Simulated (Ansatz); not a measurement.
## Fields on a plane of MoS2 (2H-MoS2 type, space group P6_3/mmc)

```yaml
crystal:
  lattice:
    - [3.10903, 0.00000, 0.00000]
    - [-1.55452, 2.69250, 0.00000]
    - [0.00000, 0.00000, 11.70864]
  atoms:
    - { symbol: Mo, position: [0.33333, 0.66667, 0.25000] }
    - { symbol: Mo, position: [0.66667, 0.33333, 0.75000] }
    - { symbol: S, position: [0.33333, 0.66667, 0.61648] }
    - { symbol: S, position: [0.66667, 0.33333, 0.11648] }
    - { symbol: S, position: [0.66667, 0.33333, 0.38352] }
    - { symbol: S, position: [0.33333, 0.66667, 0.88352] }
```

The slice is a (0001) plane (indices of the conventional cell) through the point (0.667, 0.333, 0.750) (fractional), spanned by u = [110] and v = [1 -1 0] in vectors of this cell: u (3.11 Å) and v (5.39 Å, at 90° to u). It covers one period; positions are fractions (u, v).

Atoms on it: Mo at (0.00, 0.00); Mo at (0.50, 0.50).

Method: PBEsol-D3(BJ) (plane waves to 420 eV, PAW, scalar-relativistic; Ansatz, an electronic-structure program). k mesh 12×12×3. Inside the PAW spheres the values are not all-electron values, and peaks at nuclei hang on which shells count as valence. MoS2 is run without spin polarisation. MoS2 was relaxed with its symmetry unable to fall. The PAW data are Ansatz's earlier set.

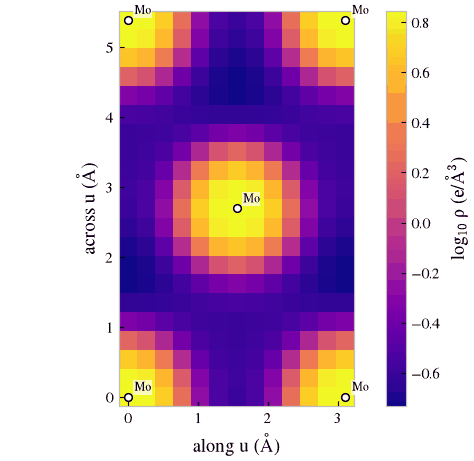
Fig. 1. Log₁₀ of the valence density in e/Å³, one period of the plane, atoms marked. The scale is logarithmic, as a density can span decades between atoms and voids.

```
|xxxxxxxx0055885500xxxxxx|
|xxxxxxxx2277997722xxxxxx|
|xxxxxx00669999996600xxxx|
|000022558899999988552200|
|556666777777667777776666|
|888877552200000022557788|
|88775500xxxxxxxxxx005577|
|776611xxxxxxxxxxxxxx1166|
|775500xxxxxxxxxxxxxx0055|
|775500xxxxxxxxxxxxxx0055|
|885500xxxxxxxxxxxxxx0055|
|997722xxxxxxxxxxxxxx2277|
|99996600xxxxxxxxxx006699|
|999988552200000022558899|
|667777776666556666777777|
|000022557788888877552200|
|xxxxxx00557788775500xxxx|
|xxxxxxxx1166776611xxxxxx|
|xxxxxxxx0055775500xxxxxx|
|xxxxxxxx0055775500xxxxxx|
```
Scale: ten equal steps from 0.00 (start of '0') to 8.94 (end of '9'), in the order '0123456789'. Values: electrostatic potential energy of an electron, from the cell's mean, in eV. The map has 12 points along u (two characters each, u = 0 at the left) and 20 along v (v = 0 in the bottom row). Points within 1 Å of a nucleus are blanked (x), as the pseudised field means little there. Values under 0 eV are set to 0. The zero, the cell's mean, hangs on the PAW cores.
